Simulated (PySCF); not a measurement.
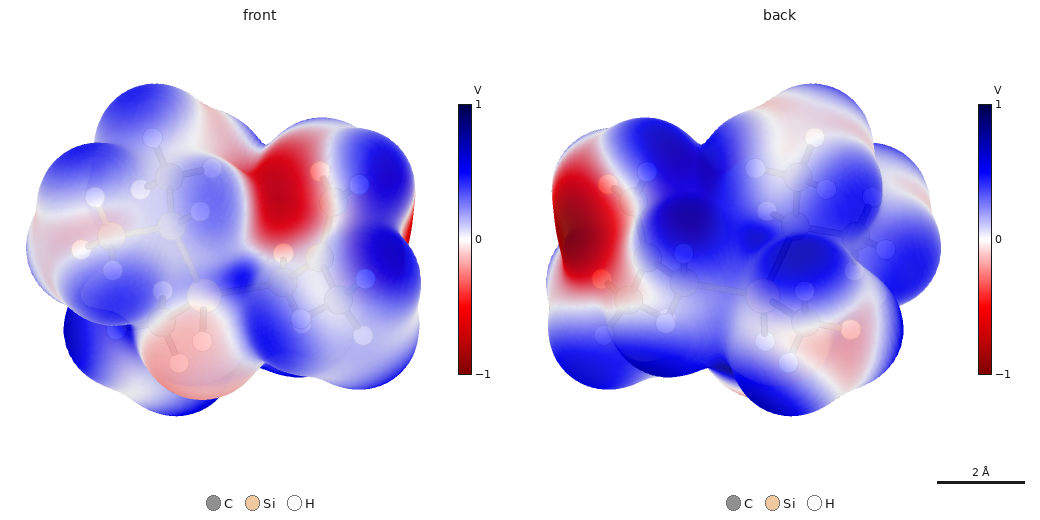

*C$_{8}$H$_{18}$Si. The electrostatic potential painted on the density surface at 0.002 e/bohr³, seen from the front and from behind; the colour scale runs from red (negative) to blue (positive).*

Geometry: GFN2-xTB.

All numbers below come from PBE0/pcSseg-1, SCF density, gas phase, non-relativistic in PySCF 2.14.0.

```xyz
27

C     2.2232    1.5757    0.7411
C     2.1821    0.4142    0.1060
C     2.9746   -0.7695    0.5690
C     1.3278    0.1853   -1.0974
Si   -0.2727   -0.7928   -0.6999
C    -1.3224   -0.9054   -2.2831
C    -1.2311    0.0751    0.7134
C    -1.6915    1.4771    0.3182
C    -2.4286   -0.7545    1.1707
H     2.8280    1.7245    1.6198
H     1.6565    2.4290    0.4084
H     3.6289   -1.1208   -0.2284
H     3.5821   -0.5196    1.4351
H     2.3053   -1.5873    0.8319
H     1.0589    1.1427   -1.5437
H     1.8937   -0.3700   -1.8459
H     0.0656   -2.1625   -0.2630
H    -1.5769    0.0773   -2.6697
H    -0.7923   -1.4380   -3.0666
H    -2.2499   -1.4377   -2.0978
H    -0.5529    0.1797    1.5673
H    -0.8464    2.0942    0.0237
H    -2.1920    1.9657    1.1537
H    -2.3922    1.4300   -0.5130
H    -2.9255   -0.2808    2.0167
H    -3.1539   -0.8533    0.3658
H    -2.1184   -1.7521    1.4728
```

### Which sites attract a positive test charge, and which a negative one?

A positive charge is drawn to the negative regions and a negative charge to the positive ones. The most negative region (about −0.9 V) lies over the π face of C1 and C2, the most positive (about +0.7 V) over the H and Si atoms.

### What dipole moment does the calculation give?

Its dipole moment is 0.44 D.
